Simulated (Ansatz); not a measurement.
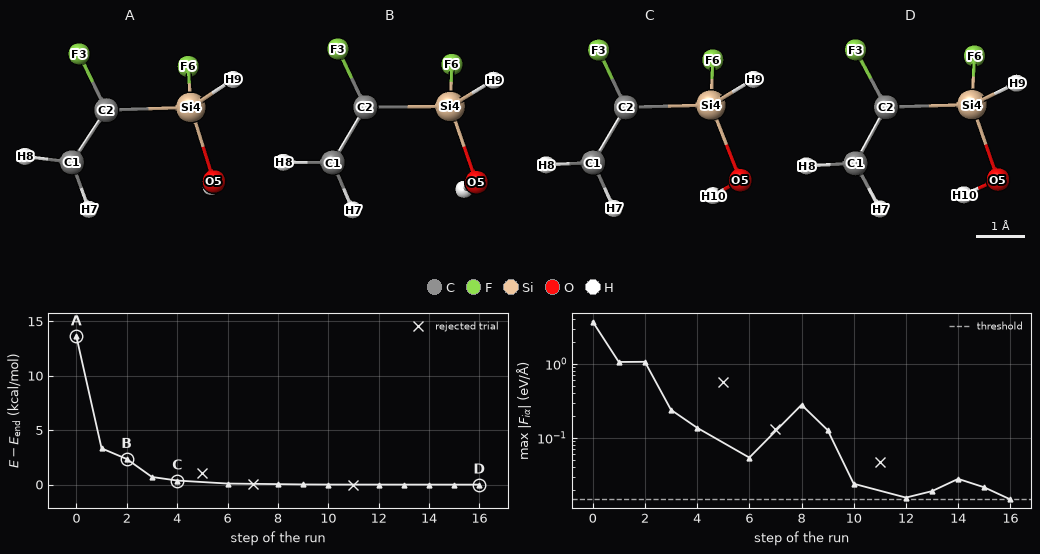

Frames of a relaxation of C₂H₄F₂OSi, marked on the history of the run. A ball-and-stick model, seen at a tilt.

The run prepares an end point of a later path (torsion) calculation, from a guessed geometry.

Theory: RKS PBE/STO-3G in Ansatz. Set-up: no spin polarisation; force threshold 0.015 eV/Å; at most 40 steps.

Question: Describe the path.

Answer: The atom that moves furthest after the best rigid fit is H10 (0.66 Å). By element the largest moves are H 0.66 Å, F 0.26 Å, C 0.12 Å, O 0.09 Å, Si 0.08 Å. Near-neighbour distances that change, for instance: O5–H10 0.954 → 1.034 Å, C1–H8 1.053 → 1.101 Å, Si4–H9 1.420 → 1.463 Å, C2–F3 1.341 → 1.383 Å. Among the angles between lasting bonds that change: Si4–O5–H10 111.8° → 103.3°, O5–Si4–H9 113.1° → 105.0°, O5–Si4–F6 104.3° → 110.5°. Groups turn about Si4–O5 by about 50°. Over 13 accepted moves (16 points after the start) the energy falls by 13.6 kcal/mol. Largest force component: 3.7 eV/Å at the start, 0.015 eV/Å at the end. The line search rejected the trial steps at points 5, 7, 11 of the run. Cost: 41 s on 1 thread of Arm Neoverse V2 (shared host), peak memory 0.15 GiB. From step 0 to 2: H10 moves most (0.16 Å), energy −11.3 kcal/mol. From step 2 to 4: H10 moves most (0.32 Å), energy −1.98 kcal/mol. From step 4 to 16: H10 moves most (0.20 Å), energy −0.37 kcal/mol.

Limits of the set-up: STO-3G is a minimal basis, so the numbers are rough.
